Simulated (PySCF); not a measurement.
# C6H7B: the cost of one run

Computed with PySCF 2.14.0. Level: levels as typed in each script, gas phase, geometry from GFN2-xTB.

1 further run of the same task is left out (it didn't finish).

## (1) Where the work starts

SMILES `B1C=CC=CC=C1`, 14 atoms, charge 0, spin multiplicity 1.

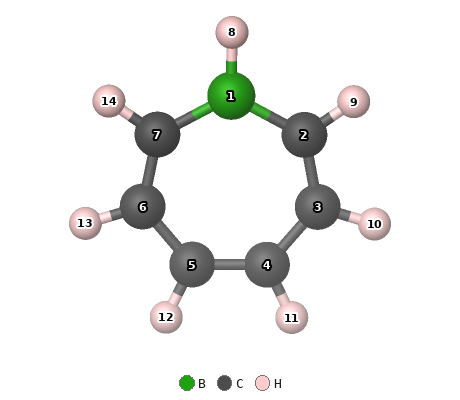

The structure; boron green, carbon dark grey, hydrogen pink; atoms are numbered from 1 in the order of the file.

Coordinates:

```xyz
14

B     0.00047   -1.73203    0.00000
C    -1.34203   -1.00822    0.00000
C    -1.59901    0.33040    0.00000
C    -0.68312    1.40654    0.00000
C     0.68246    1.40685    0.00000
C     1.59884    0.33111    0.00000
C     1.34245   -1.00762    0.00000
H     0.00081   -2.90858    0.00000
H    -2.23511   -1.62792    0.00000
H    -2.63954    0.64627    0.00000
H    -1.14698    2.38753    0.00000
H     1.14589    2.38805    0.00000
H     2.63923    0.64745    0.00000
H     2.23581   -1.62693    0.00000
```

## (2) The π active space (def2-svp)

The input, input.py:

```python
import numpy as np
from pyscf import gto, scf, dft, mcscf, mrpt
from pyscf.mcscf import avas

def solve(mol, dm0=None, hcore=None):
    mf = scf.ROHF(mol) if mol.spin else scf.RHF(mol)
    mf = mf.density_fit(auxbasis='def2-universal-jkfit')
    mf.conv_tol, mf.max_cycle = 1e-8, 80
    if hcore is not None:
        mf.get_hcore = lambda *args: hcore
    mf.kernel(dm0)
    if not mf.converged:
        mf = mf.newton().run(mf.mo_coeff, mf.mo_occ, max_cycle=30)
    assert mf.converged, 'SCF not converged'
    return mf

mol = gto.M(atom='''
B      0.00047    -1.73203     0.00000
C     -1.34203    -1.00822     0.00000
C     -1.59901     0.33040     0.00000
C     -0.68312     1.40654     0.00000
C      0.68246     1.40685     0.00000
C      1.59884     0.33111     0.00000
C      1.34245    -1.00762     0.00000
H      0.00081    -2.90858     0.00000
H     -2.23511    -1.62792     0.00000
H     -2.63954     0.64627     0.00000
H     -1.14698     2.38753     0.00000
H      1.14589     2.38805     0.00000
H      2.63923     0.64745     0.00000
H      2.23581    -1.62693     0.00000
''', basis='def2-svp', charge=0, spin=0, verbose=4)
mf = solve(mol)
ncas, nel, orbs = avas.avas(mf, ['B 2pz', 'C 2pz'], threshold=0.5, openshell_option=3)
print('active space', nel, ncas)
assert 2 <= ncas <= 10, 'active space too large or empty'
mc = mcscf.CASSCF(mf, ncas, nel)
mc.natorb, mc.max_cycle_macro = True, 60
mc.fix_spin_(ss=mol.spin / 2 * (mol.spin / 2 + 1))
mc.kernel(orbs)
occ = mc.mo_occ[mc.ncore:mc.ncore + ncas]
print('natural occupations', occ.round(4))
e2 = mrpt.NEVPT(mc).kernel()
out = dict(c=mc.mo_coeff[:, mc.ncore:mc.ncore + ncas], occ=occ, e=mc.e_tot, e2=e2, ehf=mf.e_tot, ok=mc.converged, nel=nel, w0=abs(mc.ci).max() ** 2, dm=mc.make_rdm1())
# the other spin state at the same geometry
other = mol.copy().set(spin=2).build()
mo = scf.ROHF(other).density_fit(auxbasis='def2-universal-jkfit').run()
na = (nel + other.spin) // 2
m2 = mcscf.CASSCF(mo, ncas, (na, nel - na))
m2.natorb = True
m2.fix_spin_(ss=other.spin / 2 * (other.spin / 2 + 1))
m2.kernel(mc.mo_coeff)
e2o = mrpt.NEVPT(m2).kernel()
print('other state above this one / eV: CASSCF', (m2.e_tot - mc.e_tot) * 27.211386, 'NEVPT2', (m2.e_tot + e2o - mc.e_tot - e2) * 27.211386)
np.savez('result.npz', eo=m2.e_tot, e2o=e2o, oko=m2.converged, occo=m2.mo_occ[mc.ncore:mc.ncore + ncas], co=m2.mo_coeff[:, mc.ncore:mc.ncore + ncas], **out)
```

Run with:

```bash
$ OMP_NUM_THREADS=1 python input.py
```

**Question.** How long does this run take on 1 thread of Intel Xeon Platinum 8259CL at 2.50GHz (Skylake/Cascade Lake), shared host, and how much memory does it need?

About 75 s, with a peak of 0.4 GiB.
